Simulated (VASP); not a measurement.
## Lattice of Te2Mo across functionals and dispersion corrections

Which functional gives the lattice of Te2Mo as experiment finds it, and is a dearer one worth its cost? The levels: LDA, PBE, r2SCAN, PBE + D3(BJ), r2SCAN + rVV10, optB86b-vdW, vdW-DF-cx and revPBE + D3(BJ). The start is a cell from a database of measured crystal structures.

Program: VASP 6.6.1. Level of theory: LDA; plane waves and PAW (Te, Mo_sv), in the first sound run; inputs show where later runs differ. Results are calculated unless marked as measured.

Experimental background.

“MBE growth of 2H-MoTe2 and 1T'-MoTe2 on 3D substrates” (2017, arxiv:1705.00651) quotes from earlier work for MoTe2, 2H (bulk crystal, literature): lattice constant a 3.52085 Å [literature value quoted for comparison]; lattice constant c 13.9664 Å [literature value quoted for comparison].

This is a report of a sequence of runs, with most program output left out.

**1. The structure**

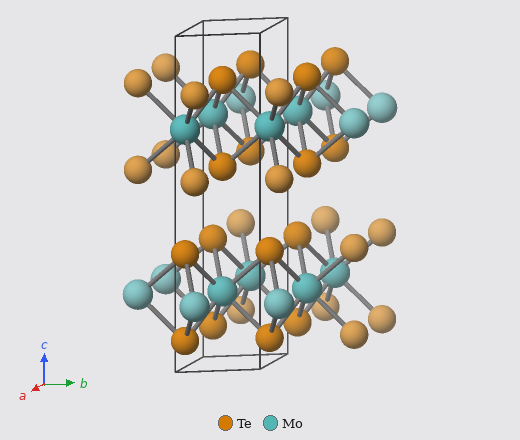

The starting structure, seen slightly off an axis (tellurium orange, molybdenum teal). 2×2×1 cells are drawn. Some periodic images of atoms are drawn too.

**2. Relaxation with LDA**

Properties are meant for the cell that this level of theory prefers, so cell and atoms are relaxed first (ISIF = 3) until forces and stress are small; EDIFFG sets the threshold. LDA, the lowest rung, knows the local density alone.

Contents of INCAR:

```
SYSTEM = Te2Mo
PREC = Accurate
ENCUT = 520
EDIFF = 1E-06
NELM = 100
ISMEAR = -1
SIGMA = 0.05
LREAL = .FALSE.
ALGO = Normal
GGA = CA
NBANDS = 32
LASPH = .TRUE.
LORBIT = 11
LWAVE = .FALSE.
LCHARG = .FALSE.
KPAR = 4
IBRION = 2
NSW = 60
ISIF = 3
EDIFFG = -0.01
```

Contents of POSCAR:

```
Te2Mo
1.0
    3.5182000000      0.0000000000      0.0000000000
   -1.7591000000      3.0468505756      0.0000000000
    0.0000000000      0.0000000000     13.9736000000
Te Mo
4 2
Direct
    0.3333333333      0.6666666667      0.6210000000
    0.6666666667      0.3333333333      0.1210000000
    0.3333333333      0.6666666667      0.8790000000
    0.6666666667      0.3333333333      0.3790000000
    0.3333333333      0.6666666667      0.2500000000
    0.6666666667      0.3333333333      0.7500000000
```

Contents of KPOINTS:

```
Automatic mesh
0
Gamma
7 7 2
0 0 0
```

The projector-augmented-wave data sets are Te and Mo_sv (PBE family, release 64).

The run is started by

```sh
mpirun -np 4 vasp_std
```

Elapsed: 3.5 min, on 4 MPI ranks of Intel Xeon Platinum 8259CL at 2.50GHz (Skylake/Cascade Lake), shared host; peak memory 1.1 GiB; 12 min of CPU time.

This run has no spin polarisation, although Mo can carry a moment. The gap is read on the k-mesh alone, so it is an upper bound where the band edges lie off the mesh. The bonds form layers, held to each other by dispersion, which LDA lacks; its overbinding stands in for it by accident. The PAW data sets were made with PBE, though LDA sets exist; this is a small mismatch. The run keeps the 24 symmetry operations of its start, so it cannot find a distortion of lower symmetry.

Step by step:

| step | energy less that of the first step (eV) | largest force (eV/Å) | pressure (GPa) | volume (Å³) |
| --- | --- | --- | --- | --- |
| 1 | 0.0000 | 0.2005 | -2.51 | 149.79 |
| 2 | 0.0550 | 0.7876 | 4.59 | 141.45 |
| 3 | -0.0261 | 0.1340 | -0.12 | 146.70 |
| 4 | -0.0261 | 0.1411 | -0.07 | 146.64 |
| 5 | -0.0304 | 0.0617 | -0.03 | 145.99 |
| 6 | -0.0306 | 0.0400 | -0.02 | 145.81 |
| 7 | -0.0311 | 0.0319 | -0.06 | 145.69 |
| 8 | -0.0323 | 0.0084 | -0.13 | 145.35 |
| 9 | -0.0328 | 0.0391 | -0.29 | 144.66 |
| 10 | -0.0329 | 0.0254 | -0.24 | 144.86 |
| 11 | -0.0332 | 0.0008 | -0.04 | 144.51 |

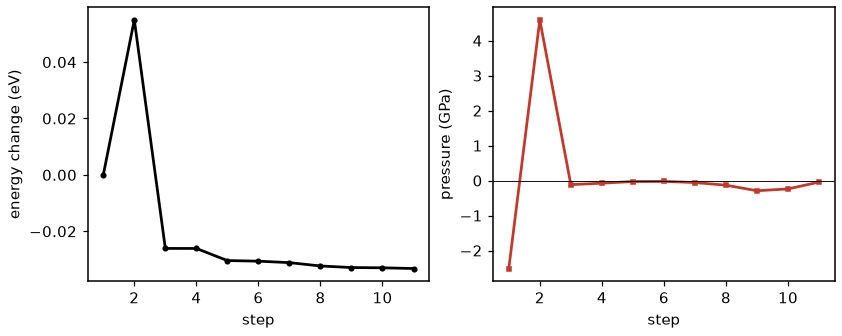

Energy and pressure along the relaxation.

| conventional cell, symmetrised | before | after | change |
| --- | --- | --- | --- |
| a (Å) | 3.518 | 3.479 | -1.1 % |
| b (Å) | 3.518 | 3.479 | -1.1 % |
| c (Å) | 13.974 | 13.783 | -1.4 % |
| volume (Å³/atom) | 24.96 | 24.09 | -3.5 % |

The atoms that moved most (Å, as changes of fractional coordinates times the final cell):

```csv
atom,dx,dy,dz,length
Te1,0.000,0.000,-0.022,0.022
Te3,0.000,0.000,0.022,0.022
Te4,0.000,0.000,0.022,0.022
Te2,0.000,0.000,-0.022,0.022
```

Final coordinates:

```
Te Mo
1.0
     3.47948    0.00000    0.00000
    -1.73974    3.01331    0.00000
     0.00000    0.00000   13.78315
Te Mo
4 2
Cartesian
  0.0000 2.0089 8.5370
  1.7397 1.0044 1.6454
  0.0000 2.0089 12.1378
  1.7397 1.0044 5.2462
  0.0000 2.0089 3.4458
  1.7397 1.0044 10.3374
```

This step gave:

```
electrons                       : 52
bands                           : 32
irreducible k-points            : 16
symmetry operations             : 24
free energy (TOTEN)             : -41.38 eV
Fermi energy                    : 8.715 eV
pressure                        : -0.04384 GPa
metallic                        : no
valence top at k                : 0, 0, 0
conduction bottom at k          : 0.2857, 0.1429, 0
least direct gap at k           : 0.2857, 0.2857, 0
SCF cycles over all ionic steps : 90
gap on the k-mesh               : 0.7695 eV
least direct gap on the k-mesh  : 1.274 eV
```

It ends with a largest force of 0.001 eV/Å and a pressure of -0.04 GPa. The volume lies -3.5 % from that of the database's start, which holds the thermal and zero-point expansion of its experiment. LDA is known to overbind. The conventional cell has a = 3.479 and c = 13.783 Å.

**3. Relaxation with PBE**

This step: PBE; plane waves and PAW (Te, Mo_sv) (VASP 6.6.1).

PBE, the usual starting point, adds the gradient of the density.

INCAR: that of step 2 with these lines changed.

```diff
@@ -9,3 +9,3 @@
 ALGO = Normal
-GGA = CA
+GGA = PE
 NBANDS = 32
```

POSCAR is that of step 2.

KPOINTS is that of step 2.

The run is started by

```sh
mpirun -np 4 vasp_std
```

Wall time 8.1 min (4 MPI ranks); peak memory 1.3 GiB.

The bonds form layers, held to each other by dispersion, which PBE lacks, so the spacing between them is unreliable. After so large a change of volume the plane waves of the start cell no longer fit, so the final stress carries a basis-set error.

The steps of the relaxation:

```csv
step,energy less that of the first step (eV),largest force (eV/Å),pressure (GPa),volume (Å³)
1,0.0000,0.1892,2.94,149.79
2,0.0484,0.7975,-3.59,159.96
3,-0.0364,0.2266,0.11,153.69
4,-0.0364,0.2190,0.18,153.62
5,-0.0441,0.1610,0.11,154.55
6,-0.0501,0.0448,0.02,156.40
7,-0.0563,0.0536,-0.06,157.13
8,-0.0699,0.0775,-0.27,159.31
9,-0.0817,0.1227,-0.51,163.65
10,-0.0803,0.1384,0.93,162.80
11,-0.0842,0.0066,0.13,163.27
12,-0.0842,0.0087,0.11,163.27
13,-0.0842,0.0120,0.11,163.28
14,-0.0845,0.0044,0.09,163.59
15,-0.0850,0.0188,0.08,164.50
16,-0.0853,0.0076,-0.06,164.93
17,-0.0853,0.0203,-0.12,165.13
18,-0.0855,0.0241,-0.11,165.29
19,-0.0857,0.0345,-0.06,165.72
20,-0.0858,0.0002,0.08,165.65
21,-0.0858,0.0052,0.08,165.66
22,-0.0859,0.0012,0.05,165.84
```

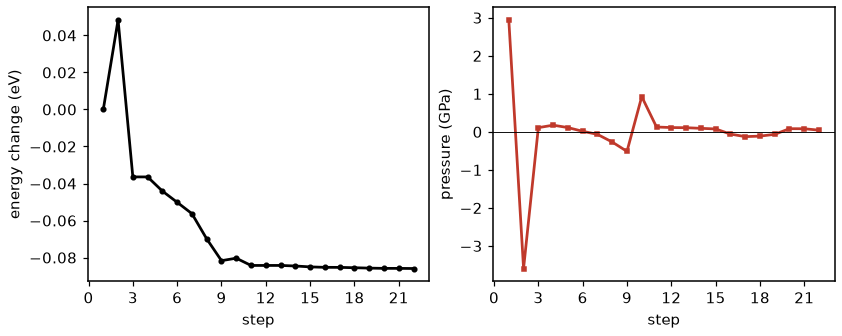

Energy and pressure along the relaxation.

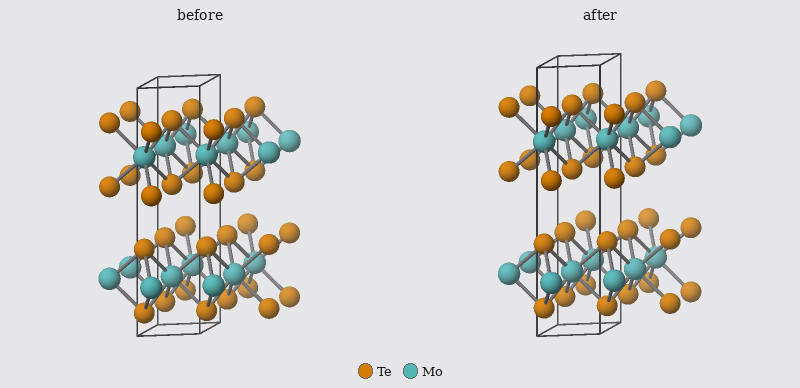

The structure before and after the relaxation, drawn at the same scale.

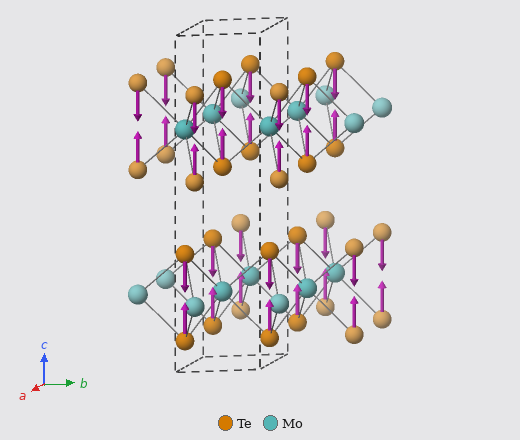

Displacements in the relaxation, exaggerated, measured against the changing cell; the longest in the cell stands for 0.15 Å. 2×2×1 cells are drawn. Some periodic images of atoms are drawn too.

| conventional cell, symmetrised | before | after | change |
| --- | --- | --- | --- |
| a (Å) | 3.518 | 3.555 | +1.1 % |
| b (Å) | 3.518 | 3.555 | +1.1 % |
| c (Å) | 13.974 | 15.151 | +8.4 % |
| volume (Å³/atom) | 24.96 | 27.64 | +10.7 % |

The atoms that moved most (Å, as changes of fractional coordinates times the final cell):

```
atom     dx     dy      dz  length
 Te4  0.000  0.000  -0.145   0.145
 Te2  0.000  0.000   0.145   0.145
 Te1  0.000  0.000   0.145   0.145
 Te3  0.000  0.000  -0.145   0.145
```

Final coordinates:

```xyz
6
Lattice="3.5552 0.0000 0.0000 -1.7776 3.0789 0.0000 0.0000 0.0000 15.1506" Properties=species:S:1:pos:R:3 pbc="T T T"
Te    0.0000    2.0526    9.5537
Te    1.7776    1.0263    1.9784
Te    0.0000    2.0526   13.1722
Te    1.7776    1.0263    5.5969
Mo    0.0000    2.0526    3.7876
Mo    1.7776    1.0263   11.3629
```

Numbers from this step:

- free energy (TOTEN): -36.07 eV
- Fermi energy: 7.244 eV
- pressure: 0.04507 GPa
- SCF cycles over all ionic steps: 175
- gap on the k-mesh: 1.173 eV
- least direct gap on the k-mesh: 1.293 eV

It ends at 27.64 Å³/atom, +10.7 % from the start, with 0.05 GPa left. The conventional cell has a = 3.555 and c = 15.151 Å.

**4. Relaxation with r2SCAN**

This step: r2SCAN; plane waves and PAW (Te, Mo_sv) (VASP 6.6.1).

r2SCAN adds the kinetic-energy density, costs more than a GGA and is run with LASPH.

INCAR: that of step 3 with these lines changed.

```diff
@@ -9,5 +9,5 @@
 ALGO = Normal
-GGA = PE
+METAGGA = R2SCAN
+LASPH = .TRUE.
 NBANDS = 32
-LASPH = .TRUE.
 LORBIT = 11
```

POSCAR is that of step 3.

KPOINTS is that of step 3.

The run is started by

```sh
mpirun -np 4 vasp_std
```

It took 19 min on 4 MPI ranks; peak memory 1.4 GiB; 67 min of CPU time.

The bonds form layers, held to each other by dispersion, which r2SCAN holds only at short range, so the spacing between them may come out too wide. The PAW data sets were made with PBE, which is usual practice but a small mismatch for other functionals.

Step by step:

```
step  energy less that of the first step (eV)  largest force (eV/Å)  pressure (GPa)  volume (Å³)
   1                                   0.0000                0.0518            2.36       149.79
   2                                   0.0053                0.6563           -2.57       157.91
   3                                  -0.0278                0.3504           -0.12       153.60
   4                                  -0.0443                0.1673            0.00       154.92
   5                                  -0.0459                0.0912            0.07       155.46
   6                                  -0.0548                0.0782            0.07       156.21
   7                                  -0.0720                0.0377            0.12       158.42
   8                                  -0.0759                0.0457            0.42       162.79
   9                                  -0.0781                0.0302            0.31       161.45
  10                                  -0.0783                0.0215            0.28       160.94
  11                                  -0.0707                0.2022           -1.17       163.81
  12                                  -0.0787                0.0212            0.00       161.47
  13                                  -0.0787                0.0075           -0.01       161.76
  14                                  -0.0788                0.0045            0.00       161.64
```

| conventional cell, symmetrised | before | after | change |
| --- | --- | --- | --- |
| a (Å) | 3.518 | 3.565 | +1.3 % |
| b (Å) | 3.518 | 3.565 | +1.3 % |
| c (Å) | 13.974 | 14.689 | +5.1 % |
| volume (Å³/atom) | 24.96 | 26.94 | +7.9 % |

The atoms that moved most (Å, as changes of fractional coordinates times the final cell):

| atom | dx | dy | dz | length |
| --- | --- | --- | --- | --- |
| Te1 | 0.000 | 0.000 | 0.104 | 0.104 |
| Te2 | 0.000 | 0.000 | 0.104 | 0.104 |
| Te3 | 0.000 | 0.000 | -0.104 | 0.104 |
| Te4 | 0.000 | 0.000 | -0.104 | 0.104 |

Final coordinates:

```
Te Mo
1.0
     3.56461    0.00000    0.00000
    -1.78231    3.08705    0.00000
     0.00000    0.00000   14.68904
Te Mo
4 2
Direct
  0.33333 0.66667 0.62807
  0.66667 0.33333 0.12807
  0.33333 0.66667 0.87193
  0.66667 0.33333 0.37193
  0.33333 0.66667 0.25000
  0.66667 0.33333 0.75000
```

It ends at 26.94 Å³/atom, +7.9 % from the start, with 0.00 GPa left. The conventional cell has a = 3.565 and c = 14.689 Å.

**5. Relaxation with PBE + D3(BJ)**

This step: PBE with D3(BJ); plane waves and PAW (Te, Mo_sv) (VASP 6.6.1).

A dispersion term adds the long-range attraction that semilocal functionals lack. D3 with Becke-Johnson damping keeps a finite attraction at short range.

INCAR: that of step 4 with these lines changed.

```diff
@@ -9,5 +9,6 @@
 ALGO = Normal
-METAGGA = R2SCAN
+GGA = PE
+IVDW = 12
+NBANDS = 32
 LASPH = .TRUE.
-NBANDS = 32
 LORBIT = 11
```

POSCAR is that of step 4.

KPOINTS is that of step 4.

The run is started by

```sh
mpirun -np 4 vasp_std
```

Run time: 3.2 min. Hardware: 4 MPI ranks; peak memory 1.4 GiB; 11 min of CPU time.

Step by step:

```
step  energy less that of the first step (eV)  largest force (eV/Å)  pressure (GPa)  volume (Å³)
   1                                   0.0000                0.1810           -0.51       149.79
   2                                  -0.0097                0.1616            0.04       148.07
   3                                  -0.0109                0.1524            0.33       147.19
   4                                  -0.0142                0.0446           -0.55       147.32
   5                                  -0.0144                0.0069           -0.38       147.30
   6                                  -0.0189                0.0041           -0.29       146.68
   7                                  -0.0251                0.0022            0.01       144.92
```

```csv
"conventional cell, symmetrised",before,after,change
a (Å),3.518,3.495,-0.7 %
b (Å),3.518,3.495,-0.7 %
c (Å),13.974,13.702,-1.9 %
volume (Å³/atom),24.96,24.15,-3.2 %
```

The atoms that moved most (Å, as changes of fractional coordinates times the final cell):

```csv
atom,dx,dy,dz,length
Te1,0.000,0.000,-0.051,0.051
Te3,0.000,0.000,0.051,0.051
Te4,0.000,0.000,0.051,0.051
Te2,0.000,0.000,-0.051,0.051
```

The relaxed structure:

```xyz
6
Lattice="3.4947 0.0000 0.0000 -1.7474 3.0265 0.0000 0.0000 0.0000 13.7023" Properties=species:S:1:pos:R:3 pbc="T T T"
Te    0.0000    2.0177    8.4579
Te    1.7474    1.0088    1.6068
Te    0.0000    2.0177   12.0955
Te    1.7474    1.0088    5.2443
Mo    0.0000    2.0177    3.4256
Mo    1.7474    1.0088   10.2767
```

It ends at 24.15 Å³/atom, -3.2 % from the start, with 0.01 GPa left. The conventional cell has a = 3.495 and c = 13.702 Å. Against plain PBE, the dispersion term moves a by -1.7 % and c by -9.6 %.

**6. Relaxation with r2SCAN + rVV10**

This step: r2SCAN with rVV10; plane waves and PAW (Te, Mo_sv) (VASP 6.6.1).

LUSE_VDW switches on a nonlocal correlation term for dispersion.

INCAR: that of step 5 with these lines changed.

```diff
@@ -9,6 +9,9 @@
 ALGO = Normal
-GGA = PE
-IVDW = 12
+METAGGA = R2SCAN
+LUSE_VDW = .TRUE.
+IVDW_NL = 2
+BPARAM = 11.95
+CPARAM = 0.0093
+LASPH = .TRUE.
 NBANDS = 32
-LASPH = .TRUE.
 LORBIT = 11
```

POSCAR is that of step 5.

KPOINTS is that of step 5.

The run is started by

```sh
mpirun -np 4 vasp_std
```

Run time: 40 min. Hardware: 4 MPI ranks; peak memory 2.6 GiB.

The run was stopped at its time limit, by a STOPCAR file.

By then 10 ionic steps had been finished.

More ranks or a longer limit would be the way on, or going on from the last geometry.

**7. Relaxation with optB86b-vdW**

This step: optB86b-vdW; plane waves and PAW (Te, Mo_sv) (VASP 6.6.1).

optB86b-vdW pairs nonlocal correlation with a less repulsive exchange of B86b form.

INCAR: that of step 6 with these lines changed.

```diff
@@ -9,7 +9,7 @@
 ALGO = Normal
-METAGGA = R2SCAN
+GGA = MK
+AGGAC = 0
 LUSE_VDW = .TRUE.
-IVDW_NL = 2
-BPARAM = 11.95
-CPARAM = 0.0093
+PARAM1 = 0.1234
+PARAM2 = 1
 LASPH = .TRUE.
```

POSCAR is that of step 6.

KPOINTS is that of step 6.

The run is started by

```sh
mpirun -np 4 vasp_std
```

Elapsed: 22 min, on 4 MPI ranks; peak memory 2.9 GiB; 88 min of CPU time.

It ends at 25.31 Å³/atom, +1.4 % from the start, with -0.02 GPa left. The conventional cell has a = 3.533 and c = 14.053 Å.

**8. Relaxation with vdW-DF-cx**

This step: vdW-DF-cx; plane waves and PAW (Te, Mo_sv) (VASP 6.6.1).

vdW-DF-cx takes its exchange from the same plasmon model as its correlation.

INCAR: that of step 7 with these lines changed.

```diff
@@ -9,7 +9,5 @@
 ALGO = Normal
-GGA = MK
+GGA = CX
 AGGAC = 0
 LUSE_VDW = .TRUE.
-PARAM1 = 0.1234
-PARAM2 = 1
 LASPH = .TRUE.
```

POSCAR is that of step 7.

KPOINTS is that of step 7.

The run is started by

```sh
mpirun -np 4 vasp_std
```

Wall time 28 min (4 MPI ranks); peak memory 2.9 GiB; 1.8 h of CPU time.

It ends at 24.66 Å³/atom, -1.2 % from the start, with 0.04 GPa left. The conventional cell has a = 3.505 and c = 13.904 Å.

**9. Relaxation with revPBE + D3(BJ)**

This step: revPBE with D3(BJ); plane waves and PAW (Te, Mo_sv) (VASP 6.6.1).

revPBE by itself binds more weakly than PBE and expands cells; dispersion terms fitted to it are the larger for that.

INCAR: that of step 8 with these lines changed.

```diff
@@ -9,7 +9,6 @@
 ALGO = Normal
-GGA = CX
-AGGAC = 0
-LUSE_VDW = .TRUE.
+GGA = RE
+IVDW = 12
+NBANDS = 32
 LASPH = .TRUE.
-NBANDS = 32
 LORBIT = 11
```

POSCAR is that of step 8.

KPOINTS is that of step 8.

The run is started by

```sh
mpirun -np 4 vasp_std
```

Run time: 4.4 min. Hardware: 4 MPI ranks; peak memory 1.4 GiB.

It ends at 23.13 Å³/atom, -7.3 % from the start, with 0.01 GPa left. The conventional cell has a = 3.461 and c = 13.381 Å.

**10. The cells as a table**

This step: relaxed cells at several levels; plane waves and PAW (VASP 6.6.1).

No new run; the numbers come from the runs before.

Lengths are those of the conventional cell; cost is the wall time of each run, as given at its step, times its ranks, without the set-up around it. Results by level, by row:

| level | volume (Å³/atom) | change from the start (%) | a (Å) | c (Å) | cost (core minutes) |
| --- | --- | --- | --- | --- | --- |
| LDA | 24.09 | -3.5 | 3.479 | 13.78 | 13.9 |
| PBE | 27.64 | 10.7 | 3.555 | 15.15 | 32.3 |
| r2SCAN | 26.94 | 7.9 | 3.565 | 14.69 | 75 |
| PBE + D3(BJ) | 24.15 | -3.2 | 3.495 | 13.7 | 12.9 |
| optB86b-vdW | 25.31 | 1.4 | 3.533 | 14.05 | 88.5 |
| vdW-DF-cx | 24.66 | -1.2 | 3.505 | 13.9 | 113 |
| revPBE + D3(BJ) | 23.13 | -7.3 | 3.461 | 13.38 | 17.5 |

**11. Results**

| Quantity | Value |
| --- | --- |
| volume, LDA | 24.09 Å³/atom |
| volume, PBE | 27.64 Å³/atom |
| volume, r2SCAN | 26.94 Å³/atom |
| volume, PBE + D3(BJ) | 24.15 Å³/atom |
| volume, optB86b-vdW | 25.31 Å³/atom |
| volume, vdW-DF-cx | 24.66 Å³/atom |
| volume, revPBE + D3(BJ) | 23.13 Å³/atom |

**Reading.** For Te2Mo the levels give volumes between 23.13 Å³/atom (revPBE + D3(BJ)) and 27.64 Å³/atom (PBE), a spread of 19.5 %, while the cost of the finished runs spans a factor of 8.7. Within 1 % of experiment on every length: optB86b-vdW and vdW-DF-cx. The nearest is vdW-DF-cx. Thermal and zero-point expansion, often some tenths of a per cent in length, bear on this order: with the measured lengths lowered by an assumed 0.4 % the nearest is still vdW-DF-cx. The costs hold the number of ionic steps as well as the price of the functional. Adding D3(BJ) to PBE changes the volume by -12.6 % (a by -1.7 % and c by -9.6 %). The bonds form layers, and the correction acts mostly on one axis: the spacing that dispersion holds. Within 0.02 Å all end in space group P6_3/mmc; the runs can't lower the symmetry of the start. Magnetism was not tested. Not obtained: r2SCAN + rVV10, because the run hit its time limit. Each is a single relaxation on the plane waves of the start cell, so larger changes of volume carry a basis-set error that was not tested here.

Computed beside measured:

| quantity | measured | LDA | PBE | r2SCAN | PBE + D3(BJ) | optB86b-vdW | vdW-DF-cx | revPBE + D3(BJ) |
| --- | --- | --- | --- | --- | --- | --- | --- | --- |
| lattice constant a (Å) | 3.52085 | 3.479 (-1.2 %) | 3.555 (+1.0 %) | 3.565 (+1.2 %) | 3.495 (-0.7 %) | 3.533 (+0.3 %) | 3.505 (-0.4 %) | 3.461 (-1.7 %) |
| lattice constant c (Å) | 13.9664 | 13.783 (-1.3 %) | 15.151 (+8.5 %) | 14.689 (+5.2 %) | 13.702 (-1.9 %) | 14.053 (+0.6 %) | 13.904 (-0.4 %) | 13.381 (-4.2 %) |

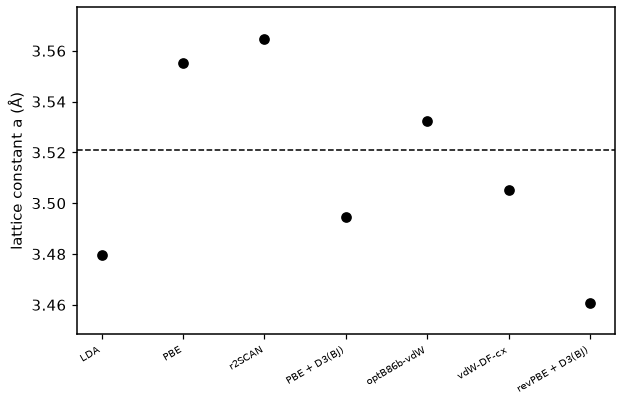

The lattice constant a by level; the dashed line is the measured value.

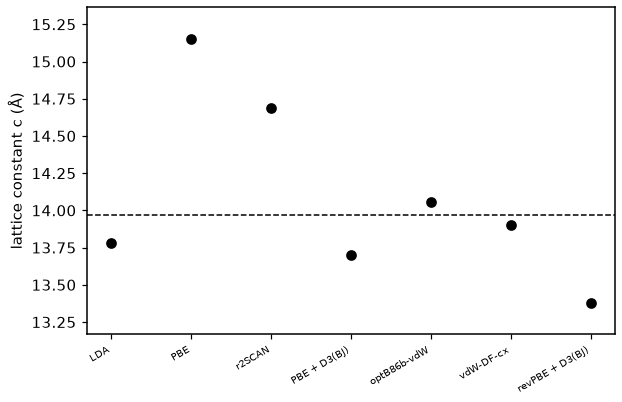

The lattice constant c by level; the dashed line is the measured value.

Measured values from arxiv:1705.00651 (2017).

How well it matches: For the lattice constant a, of the levels listed nearest comes optB86b-vdW (+0.3 %, good agreement) and farthest revPBE + D3(BJ) (-1.7 %, a clear miss). For the lattice constant c, of the levels listed nearest comes vdW-DF-cx (-0.4 %, good agreement) and farthest PBE (+8.5 %, a clear miss). The grades are ours: good and fair within 0.7 and 1.5 % for the lattice constant a and 0.8 and 2 % for the lattice constant c. Zero-point motion and thermal expansion are not in the computed lattice constants.

[Lines on the potential files, build, host, timing and source positions are cut from VASP's logs without a mark.]

[Logs are printed without paths, hosts, clocks, repeated set-up lines and the standing remarks that a program may print on its own settings, such as how far it seeks lower states.]

[Hosts, paths, dates, database ids (printed as entryN), source tags and the programs' standing remarks are cut or masked in the printed files.]

[A measured line is paired with the nearest computed mode of its activity, which favours agreement.]
